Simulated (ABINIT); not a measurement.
# CsPbCl3 (Pm-3m): G0W0 with ABINIT, start to end, part 2 of 3

Aim: the G0W0 gap of CsPbCl3 (Pm-3m) on PBEsol, step by step.

ABINIT 10.8.3; PBEsol and many-body steps on it, plane waves. Known limits of the many-body steps: not at the basis limit; no spin-orbit coupling; coarse k mesh.

So far. Step 2 (Ground state): The gap is direct, at (0.500, 0.500, 0.500).

## Step 3: Bands along the symmetry lines

Level of this step: DFT, PBEsol, plane waves, norm-conserving pseudopotentials (ABINIT).

The cheap functional maps the bands first; the places of the edges decide which points the dearer methods must see.

run.abi reads:

```
acell 3*1.0 Angstrom
rprim 
  5.605000000000 0.000000000000 0.000000000000
  0.000000000000 5.605000000000 0.000000000000
  0.000000000000 0.000000000000 5.605000000000
ntypat 3
znucl 55 82 17
natom 5
typat 1 2 3 3 3
xred 
  0.000000000000 0.000000000000 0.000000000000
  0.500000000000 0.500000000000 0.500000000000
  0.500000000000 0.500000000000 0.000000000000
  0.000000000000 0.500000000000 0.500000000000
  0.500000000000 0.000000000000 0.500000000000
pp_dirpath "pseudos"
pseudos "Cs.upf, Pb.upf, Cl.upf"
ecut 32
iscf -2
irdden 1
kptopt 0
nkpt 50
kpt 
  0.00000000 0.00000000 0.00000000
  0.00000000 0.06250000 0.00000000
  0.00000000 0.12500000 0.00000000
  0.00000000 0.18750000 0.00000000
  0.00000000 0.25000000 0.00000000
  0.00000000 0.31250000 0.00000000
  0.00000000 0.37500000 0.00000000
  0.00000000 0.43750000 0.00000000
  0.00000000 0.50000000 0.00000000
  0.06250000 0.50000000 0.00000000
  0.12500000 0.50000000 0.00000000
  0.18750000 0.50000000 0.00000000
  0.25000000 0.50000000 0.00000000
  0.31250000 0.50000000 0.00000000
  0.37500000 0.50000000 0.00000000
  0.43750000 0.50000000 0.00000000
  0.50000000 0.50000000 0.00000000
  0.43750000 0.43750000 0.00000000
  0.37500000 0.37500000 0.00000000
  0.31250000 0.31250000 0.00000000
  0.25000000 0.25000000 0.00000000
  0.18750000 0.18750000 0.00000000
  0.12500000 0.12500000 0.00000000
  0.06250000 0.06250000 0.00000000
  0.00000000 0.00000000 0.00000000
  0.06250000 0.06250000 0.06250000
  0.12500000 0.12500000 0.12500000
  0.18750000 0.18750000 0.18750000
  0.25000000 0.25000000 0.25000000
  0.31250000 0.31250000 0.31250000
  0.37500000 0.37500000 0.37500000
  0.43750000 0.43750000 0.43750000
  0.50000000 0.50000000 0.50000000
  0.43750000 0.50000000 0.43750000
  0.37500000 0.50000000 0.37500000
  0.31250000 0.50000000 0.31250000
  0.25000000 0.50000000 0.25000000
  0.18750000 0.50000000 0.18750000
  0.12500000 0.50000000 0.12500000
  0.06250000 0.50000000 0.06250000
  0.00000000 0.50000000 0.00000000
  0.50000000 0.50000000 0.50000000
  0.50000000 0.50000000 0.43750000
  0.50000000 0.50000000 0.37500000
  0.50000000 0.50000000 0.31250000
  0.50000000 0.50000000 0.25000000
  0.50000000 0.50000000 0.18750000
  0.50000000 0.50000000 0.12500000
  0.50000000 0.50000000 0.06250000
  0.50000000 0.50000000 0.00000000
istwfk *1
nband 33
nbdbuf 2
tolwfr 1e-08
nstep 40
prtwf 0
prtvol 0
indata_prefix "in"
outdata_prefix "out"
tmpdata_prefix "tmp"
```

Command:

```bash
$ OMP_NUM_THREADS=1 mpirun -n 8 abinit run.abi > log
```

Numbers of over 12 decimals in the logs are rounded to 6 here.

What it wrote:

```text
.Version 10.8.3 of ABINIT. v10.8.2 released Aug 2026.

 Symmetries : space group Pm -3 m (#221); Bravais cP (primitive cubic)
[... echo of the input left out ...]
== DATASET  1 ==================================================================
-   mpi_nproc: 8, omp_nthreads: 1 (-1 if OMP is not activated)

--- !DatasetInfo
iteration_state: {dtset: 1, }
dimensions: {natom: 5, nkpt: 50, mband: 33, nsppol: 1, nspinor: 1, nspden: 1, mpw: 10315, }
cutoff_energies: {ecut:  32.0, pawecutdg:  -1.0, }
electrons: {nelect:   5.20000000E+01, charge:   0.00000000E+00, occopt:   1.00000000E+00, tsmear:   1.00000000E-02, }

 Real(R)+Recip(G) space primitive vectors, cartesian coordinates (Bohr,Bohr^-1):
 R(1)= 10.5919149  0.0000000  0.0000000  G(1)=  0.0944116  0.0000000  0.0000000
 R(2)=  0.0000000 10.5919149  0.0000000  G(2)=  0.0000000  0.0944116  0.0000000
 R(3)=  0.0000000  0.0000000 10.5919149  G(3)=  0.0000000  0.0000000  0.0944116
 Unit cell volume ucvol=  1.1882928E+03 bohr^3
 Angles (23,13,12)=  9.00000000E+01  9.00000000E+01  9.00000000E+01 degrees

 getcut: wavevector=  0.0000  0.0000  0.0000  ngfft=  54  54  54
         ecut(hartree)=     32.000   => boxcut(ratio)=   2.00207

--- Pseudopotential description ------------------------------------------------
- Cs Generated using ONCVPSP code by D. R. Hamann
- 55.00000   9.00000  180301                  znucl, zion, pspdat
12 -116133 3 -1 2384                          pspcod,pspxc,lmax,lloc,mmax
     nproj     2     2     2     2
  pspatm : epsatm=   22.12462466
         --- l  ekb(1:nproj) -->
             0    6.214110    0.767882
             1    6.311966    0.793598
             2    3.769790    0.913105
[...]
pspatm: atomic psp has been read  and splines computed

- Pb Generated using ONCVPSP code by D. R. Hamann
- 82.00000  22.00000  180301                  znucl, zion, pspdat
12 -116133 2 -1 1678                          pspcod,pspxc,lmax,lloc,mmax
     nproj     2     2     2     0
  pspatm : epsatm=   27.24616311
         --- l  ekb(1:nproj) -->
[...]
pspatm: atomic psp has been read  and splines computed

- Cl Generated using ONCVPSP code by D. R. Hamann
- 17.00000   7.00000  180301                  znucl, zion, pspdat
12 -116133 2 -1 1028                          pspcod,pspxc,lmax,lloc,mmax
     nproj     2     2     2     0
  pspatm : epsatm=    8.95520293
         --- l  ekb(1:nproj) -->
[...]
pspatm: atomic psp has been read  and splines computed

--------------------------------------------------------------------------------

================================================================================
 prteigrs : about to open file out_EIG
 Non-SCF case, kpt    1 (  0.00000  0.00000  0.00000), residuals and eigenvalues=
  7.09E-09  1.94E-09  5.08E-09  8.05E-09  6.91E-09  4.01E-09  8.15E-09  6.39E-09
[...]
Non-SCF case, kpt   49 (  0.50000  0.50000  0.06250), residuals and eigenvalues=
[...]
Non-SCF case, kpt   50 (  0.50000  0.50000  0.00000), residuals and eigenvalues=
[...]
-2.6934E-02 -5.3996E-03 -5.3996E-03 -3.9638E-03 -3.9638E-03 -1.5812E-03
  1.8763E-02  6.9700E-02  1.8805E-01  1.8805E-01  2.7670E-01  2.9515E-01
[...]
--- !ResultsGS
iteration_state: {dtset: 1, }
comment   : Summary of ground state results
lattice_vectors:
- [ 10.5919149,   0.0000000,   0.0000000, ]
- [  0.0000000,  10.5919149,   0.0000000, ]
- [  0.0000000,   0.0000000,  10.5919149, ]
lattice_lengths: [  10.59191,   10.59191,   10.59191, ]
lattice_angles: [ 90.000,  90.000,  90.000, ] # degrees, (23, 13, 12)
lattice_volume:   1.1882928E+03
convergence: {deltae:  0.000E+00, res2:  0.000E+00, residm:  9.997E-09, diffor:  0.000E+00, }
etotal    :  -2.82300968E+02
entropy   :   0.00000000E+00
fermie    :   9.98791681E-02
cartesian_stress_tensor: null
pressure_GPa: null
xred      :
- [  0.0000E+00,   0.0000E+00,   0.0000E+00, Cs]
- [  5.0000E-01,   5.0000E-01,   5.0000E-01, Pb]
- [  5.0000E-01,   5.0000E-01,   0.0000E+00, Cl]
- [  0.0000E+00,   5.0000E-01,   5.0000E-01, Cl]
- [  5.0000E-01,   0.0000E+00,   5.0000E-01, Cl]
cartesian_forces: null
force_length_stats: {min: null, max: null, mean: null, }

 Integrated electronic density in atomic spheres:
 ------------------------------------------------
 Atom  Sphere_radius  Integrated_density
[...]
================================================================================

 ----iterations are completed or convergence reached----

 Mean square residual over all n,k,spin=   68.630E-10; max=  99.970E-10
 reduced coordinates (array xred) for    5 atoms
[...]
0.000000000000      0.500000000000      0.500000000000
       0.500000000000      0.000000000000      0.500000000000

 cartesian coordinates (angstrom) at end:
    1      0.000000     0.000000     0.000000
    2      2.802500     2.802500     2.802500
    3      2.802500     2.802500     0.000000
    4      0.000000     2.802500     2.802500
    5      2.802500     0.000000     2.802500
 length scales=  1.889726125908  1.889726125908  1.889726125908 bohr
              =  1.000000000000  1.000000000000  1.000000000000 angstroms
 prteigrs : about to open file out_EIG
 Eigenvalues (hartree) for nkpt=  50  k points:
 kpt#   1, nband= 33, wtk=  1.00000, kpt=  0.0000  0.0000  0.0000 (reduced coord)
[...]
kpt#   2, nband= 33, wtk=  1.00000, kpt=  0.0000  0.0625  0.0000 (reduced coord)
[...]
kpt#   3, nband= 33, wtk=  1.00000, kpt=  0.0000  0.1250  0.0000 (reduced coord)
[...]
kpt#  49, nband= 33, wtk=  1.00000, kpt=  0.5000  0.5000  0.0625 (reduced coord)
[...]
0.32533
 kpt#  50, nband= 33, wtk=  1.00000, kpt=  0.5000  0.5000  0.0000 (reduced coord)
[...]
-0.19733   -0.06558   -0.02693   -0.00540   -0.00540   -0.00396   -0.00396   -0.00158
   0.01876    0.06970    0.18805    0.18805    0.27670    0.29515    0.30874    0.32182
   0.32790

== END DATASET(S) ==============================================================
================================================================================

 -outvars: echo values of variables after computation  --------
            nband          33
             nkpt          50
          spgroup         221
 [... the other variables as echoed above ...]

 Calculation completed.
```

Wall time 60 s (8 MPI ranks of Arm Neoverse V2, shared host); peak memory 0.87 GiB.

This step gave:

- gap: 1.798 eV
- k of the valence top: 0.5, 0.5, 0.5
- k of the conduction bottom: 0.5, 0.5, 0.5
- least direct gap: 1.798 eV

The gap is 1.798 eV, as in the run before at this level.

Electronic bands along the path, in eV, zero at the top of the highest filled band:

```
    point  band 23  band 24  band 25  band 26  band 27  band 28  band 29  band 30
        Γ    -2.63    -2.53    -2.53    -2.53     3.21     4.21     4.21     5.10
        X    -2.74    -2.64    -2.64    -1.70     2.91     4.59     5.14     5.23
        M    -2.83    -2.76    -2.21    -0.82     2.40     2.40     4.81     5.31
        Γ    -2.63    -2.53    -2.53    -2.53     3.21     4.21     4.21     5.10
        R    -2.20    -2.20    -2.20     0.00     1.80     1.80     1.80     4.97
        X    -2.74    -2.64    -2.64    -1.70     2.91     4.59     5.14     5.23
jump to R    -2.20    -2.20    -2.20     0.00     1.80     1.80     1.80     4.97
        M    -2.83    -2.76    -2.21    -0.82     2.40     2.40     4.81     5.31
```

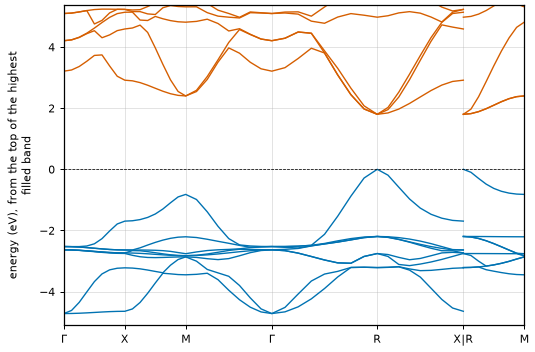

Electronic bands along the path; lines of filled and empty bands in two colours.

## Step 4: Empty states on the mesh, 2×2×2 mesh, 156 bands

The sums over transitions need many empty states on a uniform mesh; this step solves for them.

run.abi reads:

```
acell 3*1.0 Angstrom
rprim 
  5.605000000000 0.000000000000 0.000000000000
  0.000000000000 5.605000000000 0.000000000000
  0.000000000000 0.000000000000 5.605000000000
ntypat 3
znucl 55 82 17
natom 5
typat 1 2 3 3 3
xred 
  0.000000000000 0.000000000000 0.000000000000
  0.500000000000 0.500000000000 0.500000000000
  0.500000000000 0.500000000000 0.000000000000
  0.000000000000 0.500000000000 0.500000000000
  0.500000000000 0.000000000000 0.500000000000
pp_dirpath "pseudos"
pseudos "Cs.upf, Pb.upf, Cl.upf"
ecut 32
ngkpt 2 2 2
nshiftk 1
shiftk 0 0 0
kptopt 1
chksymbreak 0
iscf -2
irdden 1
istwfk *1
nband 156
nbdbuf 14
tolwfr 1e-09
nstep 60
prtvol 0
indata_prefix "in"
outdata_prefix "out"
tmpdata_prefix "tmp"
```

What it wrote:

```text
.Version 10.8.3 of ABINIT. v10.8.2 released Aug 2026.

 Symmetries : space group Pm -3 m (#221); Bravais cP (primitive cubic)
[... echo of the input left out ...]
== DATASET  1 ==================================================================
-   mpi_nproc: 8, omp_nthreads: 1 (-1 if OMP is not activated)
-    --> not optimal distribution: autoparal keyword recommended in input file <--

--- !DatasetInfo
iteration_state: {dtset: 1, }
dimensions: {natom: 5, nkpt: 4, mband: 156, nsppol: 1, nspinor: 1, nspden: 1, mpw: 10280, }
cutoff_energies: {ecut:  32.0, pawecutdg:  -1.0, }
electrons: {nelect:   5.20000000E+01, charge:   0.00000000E+00, occopt:   1.00000000E+00, tsmear:   1.00000000E-02, }

 Real(R)+Recip(G) space primitive vectors, cartesian coordinates (Bohr,Bohr^-1):
 R(1)= 10.5919149  0.0000000  0.0000000  G(1)=  0.0944116  0.0000000  0.0000000
 R(2)=  0.0000000 10.5919149  0.0000000  G(2)=  0.0000000  0.0944116  0.0000000
 R(3)=  0.0000000  0.0000000 10.5919149  G(3)=  0.0000000  0.0000000  0.0944116
 Unit cell volume ucvol=  1.1882928E+03 bohr^3
 Angles (23,13,12)=  9.00000000E+01  9.00000000E+01  9.00000000E+01 degrees

 getcut: wavevector=  0.0000  0.0000  0.0000  ngfft=  54  54  54
         ecut(hartree)=     32.000   => boxcut(ratio)=   2.00207

--- Pseudopotential description ------------------------------------------------
- Cs Generated using ONCVPSP code by D. R. Hamann
- 55.00000   9.00000  180301                  znucl, zion, pspdat
12 -116133 3 -1 2384                          pspcod,pspxc,lmax,lloc,mmax
     nproj     2     2     2     2
  pspatm : epsatm=   22.12462466
         --- l  ekb(1:nproj) -->
             0    6.214110    0.767882
             1    6.311966    0.793598
             2    3.769790    0.913105
[...]
pspatm: atomic psp has been read  and splines computed

- Pb Generated using ONCVPSP code by D. R. Hamann
- 82.00000  22.00000  180301                  znucl, zion, pspdat
12 -116133 2 -1 1678                          pspcod,pspxc,lmax,lloc,mmax
     nproj     2     2     2     0
  pspatm : epsatm=   27.24616311
         --- l  ekb(1:nproj) -->
[...]
pspatm: atomic psp has been read  and splines computed

- Cl Generated using ONCVPSP code by D. R. Hamann
- 17.00000   7.00000  180301                  znucl, zion, pspdat
12 -116133 2 -1 1028                          pspcod,pspxc,lmax,lloc,mmax
     nproj     2     2     2     0
  pspatm : epsatm=    8.95520293
         --- l  ekb(1:nproj) -->
[...]
pspatm: atomic psp has been read  and splines computed

--------------------------------------------------------------------------------

================================================================================
 prteigrs : about to open file out_EIG
 Non-SCF case, kpt    1 (  0.00000  0.00000  0.00000), residuals and eigenvalues=
  4.22E-10  3.82E-10  4.16E-10  6.02E-10  1.46E-10  1.30E-10  5.20E-10  5.36E-10
  5.15E-10  7.73E-10  5.94E-10  1.81E-10  1.98E-10  1.43E-10  1.87E-10  2.62E-10
  2.66E-10  2.01E-10  2.47E-10  3.03E-10  1.45E-10  3.95E-10  5.79E-10  2.27E-10
[...]
2.01E-04  4.11E-05  1.34E-04  3.82E-04
 -5.0266E+00 -2.8824E+00 -2.8824E+00 -2.8824E+00 -6.8474E-01 -5.1774E-01
 -5.1774E-01 -5.0853E-01 -5.0853E-01 -5.0853E-01 -4.5676E-01 -4.2387E-01
 -4.2387E-01 -1.9876E-01 -1.9876E-01 -1.9876E-01 -1.4606E-01 -7.3508E-02
[...]
1.5338E+00  1.5338E+00  1.5582E+00  1.5650E+00  1.5650E+00  1.5650E+00
  1.6052E+00  1.6053E+00  1.6056E+00  1.6312E+00  1.6335E+00  1.6354E+00
 prteigrs : prtvol=0 or 1, do not print more k-points.

--- !ResultsGS
iteration_state: {dtset: 1, }
comment   : Summary of ground state results
lattice_vectors:
- [ 10.5919149,   0.0000000,   0.0000000, ]
- [  0.0000000,  10.5919149,   0.0000000, ]
- [  0.0000000,   0.0000000,  10.5919149, ]
lattice_lengths: [  10.59191,   10.59191,   10.59191, ]
lattice_angles: [ 90.000,  90.000,  90.000, ] # degrees, (23, 13, 12)
lattice_volume:   1.1882928E+03
convergence: {deltae:  0.000E+00, res2:  0.000E+00, residm:  9.993E-10, diffor:  0.000E+00, }
etotal    :  -2.82300968E+02
entropy   :   0.00000000E+00
fermie    :   9.98791681E-02
cartesian_stress_tensor: null
pressure_GPa: null
xred      :
- [  0.0000E+00,   0.0000E+00,   0.0000E+00, Cs]
- [  5.0000E-01,   5.0000E-01,   5.0000E-01, Pb]
- [  5.0000E-01,   5.0000E-01,   0.0000E+00, Cl]
- [  0.0000E+00,   5.0000E-01,   5.0000E-01, Cl]
- [  5.0000E-01,   0.0000E+00,   5.0000E-01, Cl]
cartesian_forces: null
force_length_stats: {min: null, max: null, mean: null, }

 Integrated electronic density in atomic spheres:
 ------------------------------------------------
 Atom  Sphere_radius  Integrated_density
[...]
================================================================================

 ----iterations are completed or convergence reached----

 Mean square residual over all n,k,spin=   49.074E-11; max=  99.932E-11
 reduced coordinates (array xred) for    5 atoms
[...]
0.000000000000      0.500000000000      0.500000000000
       0.500000000000      0.000000000000      0.500000000000

 cartesian coordinates (angstrom) at end:
    1      0.000000     0.000000     0.000000
    2      2.802500     2.802500     2.802500
    3      2.802500     2.802500     0.000000
    4      0.000000     2.802500     2.802500
    5      2.802500     0.000000     2.802500
 length scales=  1.889726125908  1.889726125908  1.889726125908 bohr
              =  1.000000000000  1.000000000000  1.000000000000 angstroms
 prteigrs : about to open file out_EIG
 Eigenvalues (hartree) for nkpt=   4  k points:
 kpt#   1, nband=156, wtk=  0.12500, kpt=  0.0000  0.0000  0.0000 (reduced coord)
[...]
1.46287    1.47910    1.47910    1.47915    1.47915    1.47915    1.51193    1.51193
   1.53380    1.53380    1.55821    1.56504    1.56504    1.56504    1.60519    1.60535
   1.60562    1.63123    1.63346    1.63538
 prteigrs : prtvol=0 or 1, do not print more k-points.

== END DATASET(S) ==============================================================
================================================================================

 -outvars: echo values of variables after computation  --------
            nband         156
             nkpt           4
          spgroup         221
 [... the other variables as echoed above ...]

 Calculation completed.
```

Run time: 61 s. Hardware: 8 MPI ranks; peak memory 0.75 GiB.

Numbers from this step:

```yaml
gap: 1.798 eV
k_of_the_valence_top: 0.5, 0.5, 0.5
k_of_the_conduction_bottom: 0.5, 0.5, 0.5
least_direct_gap: 1.798 eV
k_points_computed: 4
lowest_point_of_the_top_converged_band_above_the_valence_top: 37.35 eV
```

On this mesh the gap is 1.798 eV.

## Step 5: Screening, 2×2×2 mesh, 142 bands, screening to 106.1 eV

The RPA dielectric matrix is built and inverted for each q.

This step: RPA screening on PBEsol, plane waves, norm-conserving pseudopotentials.

Changes to run.abi since step 4:

```diff
@@ -23,10 +23,11 @@
 chksymbreak 0
-iscf -2
-irdden 1
 istwfk *1
-nband 156
-nbdbuf 14
-tolwfr 1e-09
-nstep 60
-prtvol 0
+occopt 1
+irdwfk 1
+optdriver 3
+nband 142
+ecuteps 3.9
+inclvkb 2
+awtr 1
+symchi 1
 indata_prefix "in"
```

What it wrote:

```text
.Version 10.8.3 of ABINIT. v10.8.2 released Aug 2026.

 Symmetries : space group Pm -3 m (#221); Bravais cP (primitive cubic)
[... echo of the input left out ...]
== DATASET  1 ==================================================================
-   mpi_nproc: 8, omp_nthreads: 1 (-1 if OMP is not activated)

--- !DatasetInfo
iteration_state: {dtset: 1, }
dimensions: {natom: 5, nkpt: 4, mband: 142, nsppol: 1, nspinor: 1, nspden: 1, mpw: 10280, }
cutoff_energies: {ecut:  32.0, pawecutdg:  -1.0, }
electrons: {nelect:   5.20000000E+01, charge:   0.00000000E+00, occopt:   1.00000000E+00, tsmear:   1.00000000E-02, }

 SCREENING: Calculation of the susceptibility and dielectric matrices

 Based on a program developped by R.W. Godby, V. Olevano, G. Onida, and L. Reining.
 Incorporated in ABINIT by V. Olevano, G.-M. Rignanese, and M. Torrent.
.Using double precision arithmetic ; gwpc =  8

[... cell and pseudopotentials left out ...]
--------------------------------------------------------------------------------

 ==== K-mesh for the wavefunctions ====
 Number of points in the irreducible wedge :     4
[... list of points left out ...]
 Together with 48 symmetry operations and time-reversal symmetry
 yields     8 points in the full Brillouin Zone.

 ==== Q-mesh for the screening function ====
 Number of points in the irreducible wedge :     4
[... list of points left out ...]
 Together with 48 symmetry operations and time-reversal symmetry
 yields     8 points in the full Brillouin Zone.

 setmesh: FFT mesh size selected  =    40x   40x   40
          total number of points  =        64000

 vcoul_init : cutoff-mode = AUXILIARY_FUNCTION
 q-points for optical limit:   1
     1)      0.000010    0.000020    0.000030

- screening: taking advantage of time-reversal symmetry
- Maximum band index for partially occupied states nbvw = 26
- Remaining bands to be divided among processors   nbcw = 116
- Number of bands treated by each node ~14

 Number of electrons calculated from density =   52.0000; Expected =   52.0000
 average of density, n =  0.043760
 r_s =    1.7604
 omega_plasma =   20.1788 [eV]

 calculating chi0 at frequencies [eV] :
  1    0.000000E+00    0.000000E+00
  2    0.000000E+00    2.017881E+01

--------------------------------------------------------------------------------
  q-point number  1        q = ( 0.000000, 0.000000, 0.000000) [r.l.u.]
--------------------------------------------------------------------------------
[... chi0 elements left out ...]
 For q-point:  0.000010 0.000020 0.000030
  dielectric constant =   8.0233
  dielectric constant without local fields =   9.1127

  Average fulfillment of the sum rule on Im[epsilon] for q-point    1 :     58.72  [%]
[... wings left out ...]
  q-point number  2        q = ( 0.500000, 0.000000, 0.000000) [r.l.u.]
--------------------------------------------------------------------------------
[... chi0 elements left out ...]
  Average fulfillment of the sum rule on Im[epsilon] for q-point    2 :     66.22  [%]

 [... 2 further q-points ...]
```

Wall time 29 s (8 MPI ranks); peak memory 3 GiB.

Numbers from this step:

| Quantity | Value |
| --- | --- |
| ε∞ with local fields, on this mesh, along the program's q direction | 8.023 |
| the same without local fields | 9.113 |
| plasma frequency | 20.18 eV |
| plane waves in the screening matrix | 461 |

Local fields lower ε∞ by 12 %. On a Γ-centred mesh this coarse the value itself is usually too large, while a short band sum pulls it down.

(Continued in part 3 of 3.)

[Paths, hosts, dates, memory and timing lines, banners, echoed tables and standing remarks are left out of the program output.]

[Logs are printed without paths, hosts, clocks, repeated set-up lines and the standing remarks that a program may print on its own settings, such as how far it seeks lower states.]

[Runs of the session that timed out or met a known fault of the program may be left out.]

[Hosts, paths, dates, database ids (printed as entryN), source tags and the programs' standing remarks are cut or masked in the printed files.]

[G0W0 gaps are taken among the corrected bands and points alone; a level outside them can change the order at an edge.]

[Where Ansatz stands beside ABINIT at settings called matched, ABINIT's density can come from a denser mesh and the files from another edition; pairs whose starting gaps differed by over 0.03 eV were left out, so agreement reads better than it is.]
